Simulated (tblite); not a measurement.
# C₅H₁₉ClF₂O₄Si₆: geometry relaxation (part 1 of 3)

System: C₅H₁₉ClF₂O₄Si₆, SMILES C=C[Si@@H](F)O[Si@H](Cl)O[Si@@H]([SiH3])O[Si@@H](C)O[Si](C)(C)F.
Method: GFN2-xTB geometry optimisation, gas phase (tblite 0.8.0).

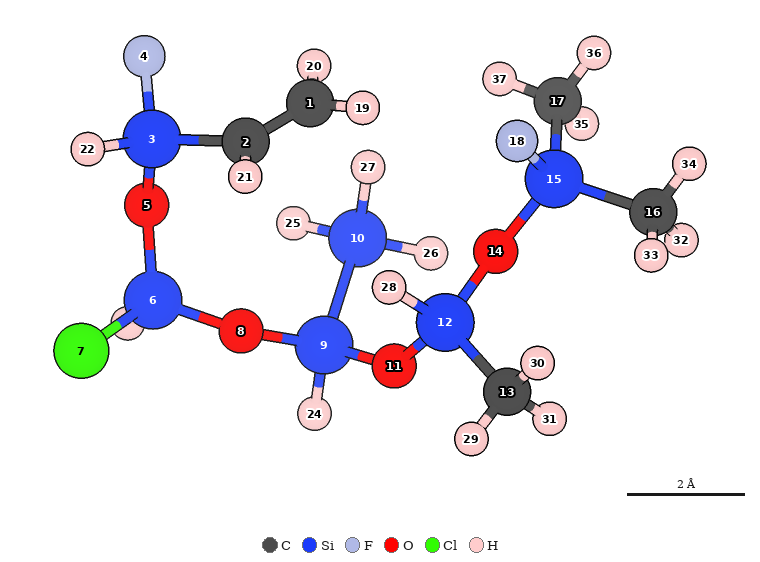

Fig. 1: The input geometry (ball-and-stick view, seen at a tilt; atoms are numbered from 1 in the order of the input).

**Input**
```
{"job": {"xc": "GFN2-xTB", "basis": "xTB", "kind": "relax"}, "charge": 0, "multiplicity": 1}
C      2.014700     0.671800     1.788600
C      2.974900     0.802700     0.867600
Si     4.369700    -0.372900     0.578100
F      4.717400    -1.059900     1.965100
O      3.973100    -1.563800    -0.485600
Si     3.442200    -1.732400    -2.038700
Cl     4.650900    -0.608300    -3.248800
O      1.924100    -1.141900    -2.211200
Si     0.360500    -1.675600    -2.066900
Si     0.019000    -2.867600    -0.073300
O     -0.688200    -0.390100    -2.189500
Si    -1.137000     0.949800    -1.318700
C     -2.278500     2.052100    -2.274700
O     -1.790200     0.446900     0.109700
Si    -2.366900     1.099200     1.534800
C     -4.060100     1.829400     1.358700
C     -2.330400    -0.148500     2.916300
F     -1.370300     2.276600     1.946800
H      1.238900     1.442800     1.892400
H      1.952300    -0.170900     2.474900
H      2.993600     1.674600     0.234100
H      5.549500     0.371300     0.096300
H      3.526300    -3.137600    -2.456100
H      0.075700    -2.596200    -3.203400
H      0.967900    -4.012900    -0.033900
H     -1.380300    -3.385400     0.010800
H      0.289500    -2.005500     1.110600
H      0.098000     1.715200    -1.011200
H     -1.813300     2.358900    -3.231100
H     -2.516700     2.957700    -1.715400
H     -3.203900     1.537300    -2.518800
H     -4.788400     1.070200     1.050500
H     -4.063600     2.615500     0.584900
H     -4.393900     2.267900     2.295700
H     -2.982900    -0.997600     2.688400
H     -2.665500     0.300900     3.849800
H     -1.320100    -0.537300     3.062100
```

The first line tells a small driver script what to run in tblite; the rest is the geometry in Å.

Command:
```bash
OMP_NUM_THREADS=1 python <driver script> task.json out
```

**Log**
```
step      E/eV     max force
  0   -1676.30772    1.682
  1   -1676.49565    0.673
  2   -1676.58232    0.675
  3   -1676.65342    0.668
  4   -1676.71503    0.528
  5   -1676.75725    0.413
  6   -1676.78426    0.380
  7   -1676.82467    0.453
  8   -1676.86074    0.472
  9   -1676.88260    0.327
 10   -1676.89474    0.212
 11   -1676.90348    0.226
 12   -1676.91230    0.225
 13   -1676.92245    0.244
 14   -1676.93173    0.208
 15   -1676.93955    0.242
 16   -1676.94577    0.185
 17   -1676.95030    0.134
 18   -1676.95404    0.127
 19   -1676.95811    0.137
 20   -1676.96311    0.152
 21   -1676.96893    0.164
 22   -1676.97478    0.132
 23   -1676.98034    0.167
 24   -1676.98617    0.192
 25   -1676.99233    0.177
 26   -1676.99764    0.136
 27   -1677.00178    0.112
 28   -1677.00541    0.144
 29   -1677.00907    0.175
 30   -1677.01302    0.143
 31   -1677.01684    0.135
 32   -1677.02036    0.122
 33   -1677.02368    0.119
 34   -1677.02658    0.105
 35   -1677.02910    0.077
 36   -1677.03184    0.108
 37   -1677.03518    0.116
 38   -1677.03858    0.138
 39   -1677.04142    0.117
 40   -1677.04387    0.096
 41   -1677.04676    0.117
 42   -1677.05093    0.138
 43   -1677.05637    0.168
 44   -1677.06166    0.145
 45   -1677.06587    0.099
 46   -1677.06934    0.100
 47   -1677.07263    0.118
 48   -1677.07592    0.121
 49   -1677.07785    0.106
 50   -1677.08069    0.120
 51   -1677.08289    0.096
 52   -1677.08700    0.081
 53   -1677.08955    0.094
 54   -1677.09367    0.113
 55   -1677.09673    0.113
 56   -1677.09943    0.132
 57   -1677.10249    0.123
 58   -1677.10582    0.107
 59   -1677.11120    0.103
 60   -1677.11379    0.109
 61   -1677.11708    0.099
 62   -1677.11928    0.085
 63   -1677.12132    0.086
 64   -1677.12312    0.074
 65   -1677.12485    0.082
 66   -1677.12689    0.107
 67   -1677.12905    0.091
 68   -1677.13212    0.101
 69   -1677.13353    0.096
 70   -1677.13621    0.093
 71   -1677.13892    0.089
 72   -1677.14082    0.075
 73   -1677.14231    0.066
 74   -1677.14353    0.062
 75   -1677.14450    0.074
 76   -1677.14523    0.060
 77   -1677.14593    0.072
 78   -1677.14667    0.064
 79   -1677.14775    0.055
 80   -1677.14847    0.062
 81   -1677.14965    0.070
 82   -1677.15067    0.069
 83   -1677.15177    0.057
 84   -1677.15302    0.064
 85   -1677.15470    0.075
 86   -1677.15667    0.087
 87   -1677.15860    0.077
 88   -1677.16028    0.084
 89   -1677.16196    0.076
 90   -1677.16394    0.095
 91   -1677.16622    0.110
 92   -1677.16792    0.090
 93   -1677.16970    0.090
 94   -1677.17082    0.059
 95   -1677.17216    0.060
 96   -1677.17299    0.075
 97   -1677.17427    0.072
 98   -1677.17522    0.059
 99   -1677.17620    0.063
100   -1677.17703    0.050
101   -1677.17770    0.053
102   -1677.17811    0.038
103   -1677.17811    0.039
104   -1677.17827    0.028
105   -1677.17860    0.038
106   -1677.17879    0.044
107   -1677.17916    0.039
108   -1677.17940    0.055
109   -1677.17962    0.027
110   -1677.17983    0.042
111   -1677.18010    0.047
112   -1677.18036    0.032
113   -1677.18056    0.026
114   -1677.18073    0.026
115   -1677.18091    0.033
116   -1677.18113    0.031
117   -1677.18137    0.032
118   -1677.18159    0.033
119   -1677.18176    0.026
120   -1677.18190    0.028
121   -1677.18204    0.024
122   -1677.18222    0.033
123   -1677.18245    0.042
124   -1677.18272    0.037
125   -1677.18294    0.029
126   -1677.18312    0.029
127   -1677.18330    0.034
128   -1677.18352    0.038
129   -1677.18378    0.038
130   -1677.18403    0.029
131   -1677.18425    0.032
132   -1677.18449    0.043
133   -1677.18479    0.039
134   -1677.18514    0.038
135   -1677.18552    0.038
136   -1677.18591    0.045
137   -1677.18631    0.055
138   -1677.18673    0.047
139   -1677.18712    0.033
140   -1677.18749    0.036
141   -1677.18784    0.040
142   -1677.18820    0.035
143   -1677.18853    0.036
144   -1677.18883    0.032
145   -1677.18913    0.036
146   -1677.18946    0.041
147   -1677.18984    0.040
148   -1677.19028    0.045
149   -1677.19078    0.043
150   -1677.19136    0.046
151   -1677.19195    0.056
152   -1677.19251    0.060
153   -1677.19303    0.049
154   -1677.19347    0.066
155   -1677.19391    0.052
156   -1677.19435    0.049
157   -1677.19497    0.042
158   -1677.19530    0.043
159   -1677.19595    0.039
160   -1677.19628    0.035
161   -1677.19655    0.033
162   -1677.19682    0.037
163   -1677.19717    0.045
164   -1677.19750    0.037
165   -1677.19771    0.019
166   -1677.19784    0.021
167   -1677.19796    0.028
168   -1677.19815    0.026
169   -1677.19833    0.021
170   -1677.19847    0.023
171   -1677.19859    0.021
172   -1677.19872    0.025
173   -1677.19886    0.023
174   -1677.19902    0.021
175   -1677.19918    0.025
176   -1677.19936    0.029
177   -1677.19959    0.034
178   -1677.19982    0.030
179   -1677.20001    0.022
180   -1677.20016    0.025
181   -1677.20028    0.022
182   -1677.20039    0.019
183   -1677.20050    0.017
184   -1677.20060    0.017
185   -1677.20072    0.023
186   -1677.20086    0.022
187   -1677.20097    0.013
188   -1677.20104    0.013
189   -1677.20108    0.013
190   -1677.20113    0.013
191   -1677.20120    0.014
192   -1677.20128    0.013
193   -1677.20135    0.015
194   -1677.20141    0.012
195   -1677.20146    0.014
196   -1677.20152    0.015
197   -1677.20159    0.015
198   -1677.20165    0.015
199   -1677.20169    0.010
200   -1677.20173    0.011
201   -1677.20177    0.012
202   -1677.20183    0.015
203   -1677.20189    0.015
204   -1677.20195    0.014
205   -1677.20200    0.011
206   -1677.20204    0.010
207   -1677.20209    0.012
208   -1677.20215    0.017
209   -1677.20222    0.018
210   -1677.20228    0.013
211   -1677.20234    0.015
212   -1677.20239    0.016
213   -1677.20245    0.018
214   -1677.20254    0.016
215   -1677.20262    0.013
216   -1677.20268    0.014
217   -1677.20273    0.015
218   -1677.20280    0.017
219   -1677.20291    0.018
220   -1677.20305    0.020
221   -1677.20316    0.016
222   -1677.20323    0.015
223   -1677.20330    0.018
224   -1677.20339    0.023
225   -1677.20352    0.026
226   -1677.20369    0.029
227   -1677.20384    0.024
228   -1677.20397    0.019
229   -1677.20407    0.015
230   -1677.20418    0.020
231   -1677.20432    0.025
232   -1677.20451    0.023
233   -1677.20469    0.026
234   -1677.20484    0.025
235   -1677.20496    0.034
236   -1677.20513    0.033
237   -1677.20539    0.025
238   -1677.20556    0.028
239   -1677.20576    0.023
240   -1677.20593    0.030
241   -1677.20614    0.028
242   -1677.20640    0.031
243   -1677.20668    0.041
244   -1677.20682    0.053
245   -1677.20707    0.054
246   -1677.20728    0.029
247   -1677.20752    0.027
248   -1677.20782    0.031
249   -1677.20811    0.035
250   -1677.20836    0.032
251   -1677.20858    0.024
252   -1677.20881    0.028
253   -1677.20904    0.033
254   -1677.20923    0.046
255   -1677.20948    0.041
256   -1677.20973    0.043
257   -1677.21005    0.036
258   -1677.21031    0.031
259   -1677.21063    0.033
260   -1677.21089    0.031
261   -1677.21111    0.028
262   -1677.21128    0.023
263   -1677.21144    0.028
264   -1677.21159    0.035
265   -1677.21179    0.029
266   -1677.21214    0.031
267   -1677.21242    0.031
268   -1677.21281    0.036
269   -1677.21327    0.044
270   -1677.21385    0.047
271   -1677.21451    0.052
272   -1677.21529    0.057
273   -1677.21583    0.113
274   -1677.21707    0.098
275   -1677.21813    0.071
276   -1677.22013    0.090
277   -1677.22082    0.065
278   -1677.22213    0.067
279   -1677.22459    0.082
280   -1677.22528    0.063
281   -1677.22614    0.071
282   -1677.22777    0.086
283   -1677.22904    0.070
284   -1677.23047    0.086
285   -1677.23152    0.050
286   -1677.23222    0.058
287   -1677.23310    0.054
288   -1677.23380    0.047
289   -1677.23483    0.059
290   -1677.23567    0.047
291   -1677.23641    0.035
292   -1677.23682    0.055
293   -1677.23722    0.060
294   -1677.23758    0.030
295   -1677.23826    0.039
296   -1677.23850    0.042
297   -1677.23905    0.046
298   -1677.23942    0.043
299   -1677.23979    0.035
300   -1677.24008    0.030
301   -1677.24041    0.048
302   -1677.24078    0.066
303   -1677.24119    0.067
304   -1677.24155    0.048
305   -1677.24185    0.036
306   -1677.24212    0.030
307   -1677.24239    0.041
308   -1677.24266    0.040
309   -1677.24290    0.034
310   -1677.24308    0.064
311   -1677.24338    0.072
312   -1677.24374    0.068
313   -1677.24472    0.060
314   -1677.24503    0.051
315   -1677.24545    0.031
316   -1677.24568    0.027
317   -1677.24598    0.037
318   -1677.24624    0.039
319   -1677.24648    0.026
320   -1677.24668    0.026
321   -1677.24688    0.030
322   -1677.24714    0.037
323   -1677.24741    0.028
324   -1677.24769    0.031
325   -1677.24793    0.023
326   -1677.24814    0.024
327   -1677.24836    0.025
328   -1677.24864    0.034
329   -1677.24900    0.048
330   -1677.24935    0.042
331   -1677.24964    0.027
332   -1677.24987    0.025
333   -1677.25010    0.037
334   -1677.25038    0.063
335   -1677.25072    0.053
336   -1677.25116    0.029
337   -1677.25143    0.028
338   -1677.25184    0.032
339   -1677.25221    0.040
340   -1677.25249    0.041
341   -1677.25279    0.041
342   -1677.25302    0.034
343   -1677.25335    0.040
344   -1677.25352    0.034
345   -1677.25376    0.028
346   -1677.25398    0.023
347   -1677.25423    0.029
348   -1677.25445    0.029
349   -1677.25467    0.023
350   -1677.25487    0.022
351   -1677.25507    0.025
352   -1677.25528    0.033
353   -1677.25551    0.036
354   -1677.25575    0.030
355   -1677.25598    0.028
356   -1677.25622    0.030
357   -1677.25645    0.034
358   -1677.25669    0.031
359   -1677.25691    0.030
360   -1677.25714    0.026
361   -1677.25730    0.022
362   -1677.25743    0.022
363   -1677.25754    0.020
364   -1677.25769    0.026
365   -1677.25785    0.030
366   -1677.25800    0.027
367   -1677.25810    0.018
368   -1677.25817    0.016
369   -1677.25825    0.015
370   -1677.25835    0.025
371   -1677.25848    0.029
372   -1677.25862    0.027
373   -1677.25874    0.019
374   -1677.25884    0.023
375   -1677.25892    0.020
376   -1677.25902    0.023
377   -1677.25911    0.023
378   -1677.25920    0.017
379   -1677.25927    0.016
380   -1677.25935    0.016
381   -1677.25943    0.021
382   -1677.25951    0.018
383   -1677.25957    0.015
384   -1677.25964    0.016
385   -1677.25972    0.017
386   -1677.25981    0.019
387   -1677.25990    0.017
388   -1677.25998    0.019
389   -1677.26007    0.016
390   -1677.26017    0.018
391   -1677.26026    0.022
392   -1677.26035    0.019
393   -1677.26043    0.019
394   -1677.26053    0.017
395   -1677.26064    0.023
396   -1677.26076    0.023
397   -1677.26084    0.016
398   -1677.26091    0.014
399   -1677.26097    0.016
400   -1677.26104    0.022
401   -1677.26113    0.022
402   -1677.26123    0.017
403   -1677.26132    0.015
404   -1677.26142    0.017
405   -1677.26152    0.020
406   -1677.26159    0.014
407   -1677.26166    0.013
408   -1677.26171    0.014
409   -1677.26178    0.017
410   -1677.26184    0.014
411   -1677.26189    0.013
412   -1677.26193    0.012
413   -1677.26196    0.013
414   -1677.26200    0.014
415   -1677.26205    0.013
416   -1677.26210    0.013
417   -1677.26215    0.012
418   -1677.26219    0.010
419   -1677.26222    0.012
420   -1677.26225    0.011
421   -1677.26229    0.012
422   -1677.26232    0.010
423   -1677.26235    0.012
424   -1677.26238    0.011
425   -1677.26241    0.014
426   -1677.26244    0.012
427   -1677.26248    0.009
428   -1677.26250    0.007
429   -1677.26251    0.007
430   -1677.26253    0.008
431   -1677.26255    0.009
432   -1677.26257    0.012
433   -1677.26261    0.014
434   -1677.26264    0.014
435   -1677.26267    0.010
436   -1677.26269    0.010
437   -1677.26272    0.010
438   -1677.26275    0.015
439   -1677.26279    0.016
440   -1677.26282    0.011
441   -1677.26285    0.010
442   -1677.26287    0.010
443   -1677.26290    0.011
444   -1677.26292    0.010
445   -1677.26295    0.009
446   -1677.26297    0.011
447   -1677.26299    0.010
448   -1677.26302    0.012
449   -1677.26304    0.009
450   -1677.26306    0.009
451   -1677.26308    0.010
452   -1677.26310    0.008
453   -1677.26312    0.008
454   -1677.26314    0.009
455   -1677.26317    0.010
456   -1677.26319    0.011
457   -1677.26321    0.008
458   -1677.26323    0.008
459   -1677.26325    0.007
460   -1677.26326    0.012
461   -1677.26328    0.014
462   -1677.26331    0.010
463   -1677.26332    0.006
464   -1677.26334    0.006
465   -1677.26336    0.010
466   -1677.26338    0.010
467   -1677.26339    0.007
468   -1677.26340    0.006
469   -1677.26341    0.006
470   -1677.26343    0.009
471   -1677.26344    0.005
472   -1677.26344    0.005
473   -1677.26345    0.006
474   -1677.26346    0.008
475   -1677.26347    0.010
476   -1677.26348    0.008
477   -1677.26349    0.005
478   -1677.26350    0.005
479   -1677.26351    0.006
480   -1677.26352    0.008
481   -1677.26353    0.008
482   -1677.26354    0.007
483   -1677.26356    0.009
484   -1677.26358    0.009
485   -1677.26360    0.008
486   -1677.26361    0.008
487   -1677.26363    0.007
488   -1677.26364    0.008
489   -1677.26366    0.008
490   -1677.26367    0.007
491   -1677.26368    0.006
492   -1677.26370    0.006
493   -1677.26371    0.006
494   -1677.26372    0.006
495   -1677.26373    0.005
496   -1677.26373    0.004
497   -1677.26374    0.005
498   -1677.26375    0.006
499   -1677.26375    0.005
500   -1677.26375    0.005
501   -1677.26376    0.005
502   -1677.26377    0.006
503   -1677.26377    0.005
504   -1677.26377    0.003
```
